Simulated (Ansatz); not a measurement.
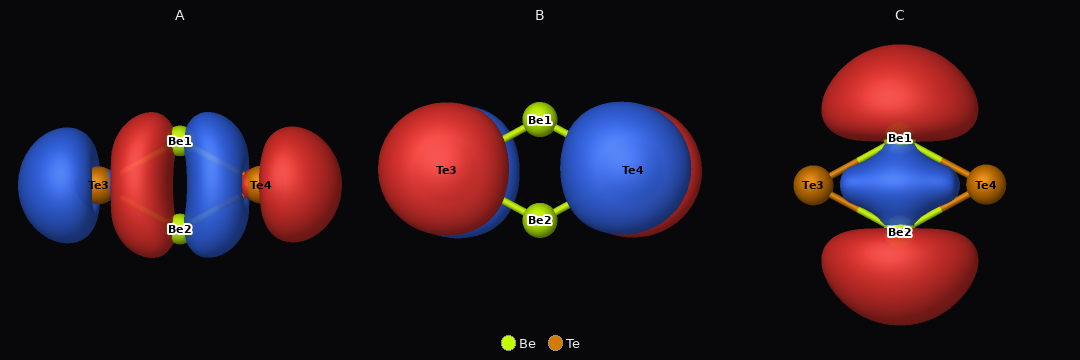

Figure. Be$_{2}$Te$_{2}$ (charge +1, doublet). Three frontier orbitals at ±0.08 Å⁻³ᐟ² (blue and red are the two phases), in no order.

Geometry: r2SCAN-D4/def2-TZVP; core potentials replace the inner electrons of Te.

The calculation used Ansatz 0.2.0, UKS PBE0-D4/def2-TZVP.

### Order the three orbitals by energy and name them. All are α orbitals.

A is the HOMO−1 (α) (−12.90 eV). By Hirshfeld shares it lies mainly on Te3 (about 40 %), Te4 (about 40 %), Be1 (about 10 %) and Be2 (about 10 %); it is symmetric in the molecular plane (an in-plane orbital: σ, lone-pair or in-plane π type); it is ungerade (odd under inversion). B is the HOMO (α) (−12.05 eV). By Hirshfeld shares it lies mainly on Te3 (about 45 %) and Te4 (about 45 %); it changes sign across the molecular plane (π type); it is gerade (even under inversion). C is the LUMO (α) (−7.37 eV). It lies mainly on Be1 (about 40 %), Be2 (about 40 %), Te3 (about 10 %) and Te4 (about 10 %); it is symmetric in the molecular plane (an in-plane orbital: σ, lone-pair or in-plane π type); it is gerade (even under inversion).

### What is the gap between the highest occupied and lowest empty α orbitals?

4.68 eV between the orbital energies.
